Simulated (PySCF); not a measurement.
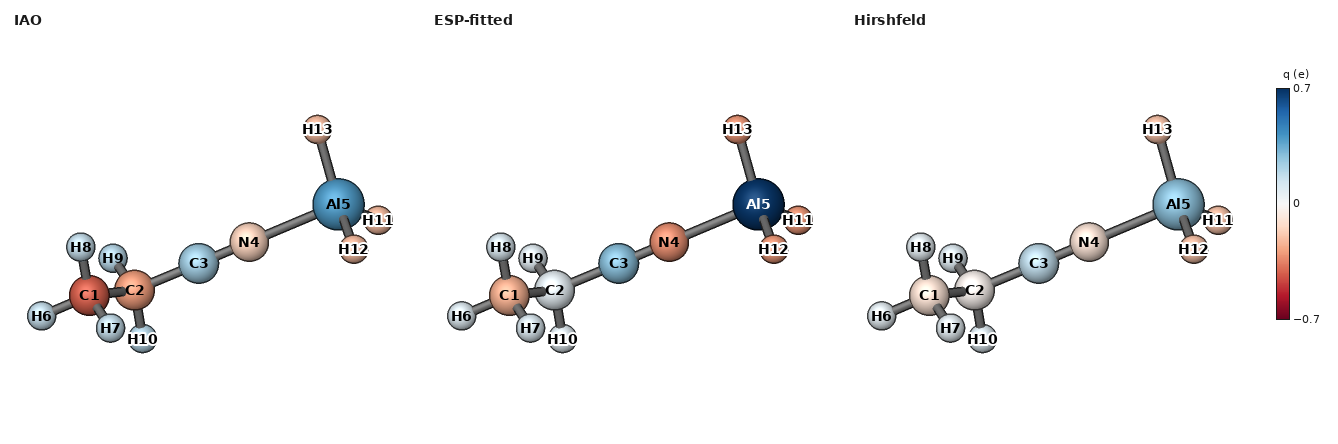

Atomic charges of one calculation by 3 schemes, on one colour scale. The geometry was computed by an optimisation with PBE0-D3(BJ)/def2-SVP. No frequency run is at hand to confirm it as a minimum. Computed with PBE0/aug-cc-pVDZ (PySCF 2.14.0).

### On which atom do the schemes disagree most?

On Al5 (from 0.29 to 0.68 e).

List the charges (e), one line for each set of equivalent atoms.

| atom | IAO | ESP-fitted | Hirshfeld |
| --- | --- | --- | --- |
| C1 | −0.42 | −0.25 | −0.10 |
| C2 | −0.29 | 0.06 | −0.03 |
| C3 | 0.24 | 0.29 | 0.18 |
| N4 | −0.16 | −0.32 | −0.10 |
| Al5 | 0.40 | 0.68 | 0.29 |
| H6 | 0.16 | 0.09 | 0.06 |
| H7 | 0.16 | 0.10 | 0.06 |
| H8 | 0.16 | 0.10 | 0.06 |
| H9, H10 | 0.19 | 0.07 | 0.08 |
| H11 | −0.22 | −0.30 | −0.20 |
| H12 | −0.22 | −0.30 | −0.20 |
| H13 | −0.22 | −0.30 | −0.20 |
